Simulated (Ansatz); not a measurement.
**ScAl3, response to strain**

Base system: ScAl₃ in the Cu3Au type structure (space group Pm-3m, No. 221; a = 4.0725 Å; relaxed with 0.1 eV smearing). Axes: x, y, z lie along the cube axes.

Strains are applied to the cell and any free atomic positions relax.

All numbers come from PBEsol in Ansatz (plane waves to 420 eV, PAW, no spin-orbit coupling).

Notes on the quantities. energy relative to the base: free energy F.

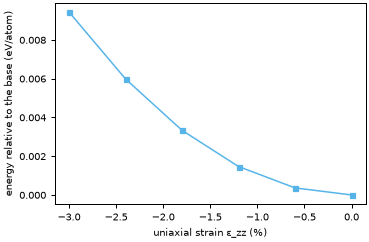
Figure. Energy relative to the base against uniaxial strain ε_zz

| uniaxial strain ε_zz (%) | energy relative to the base |
|---|---|
| -3 | +9.4 meV/atom |
| -2.4 | +6.0 meV/atom |
| -1.8 | +3.3 meV/atom |
| -1.2 | +1.5 meV/atom |
| -0.6 | +0.4 meV/atom |

Whether these cells are dynamically stable was not tested. The final runs are not spin-polarised.

Ansatz is an electronic-structure program.
